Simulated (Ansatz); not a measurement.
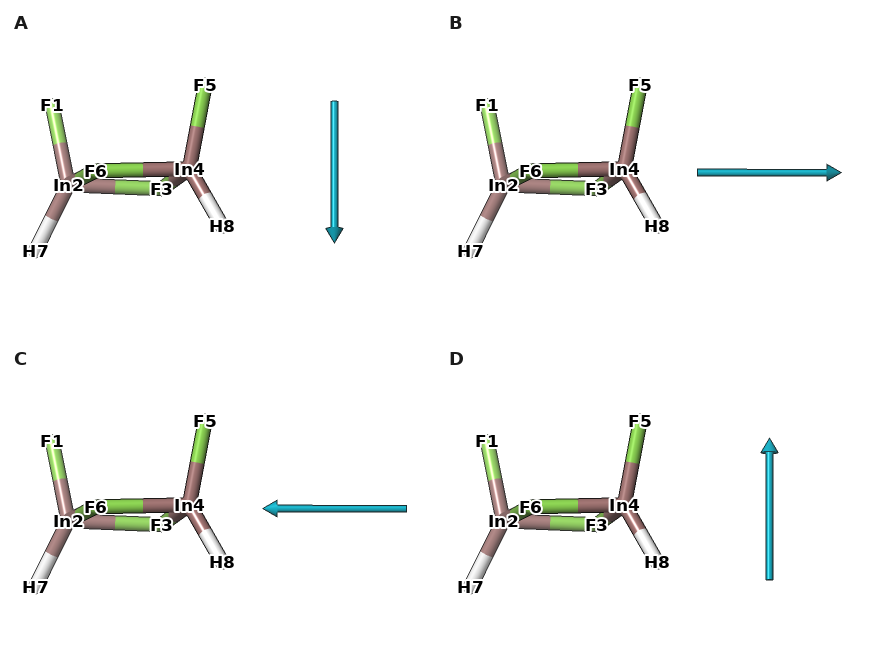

The same molecule four times, each with an arrow. Computed geometry: PBE0-D4/def2-TZVP optimisation. Properties computed with RKS ωB97M-V/def2-TZVPP, core potentials on In (Ansatz 0.2.0).

Which arrow points along the dipole moment, from the negative to the positive end?

A. The dipole moment is 5.02 D; it points from the side of F1, F5 to the side of H7, H8 (the outermost atoms at the two ends).
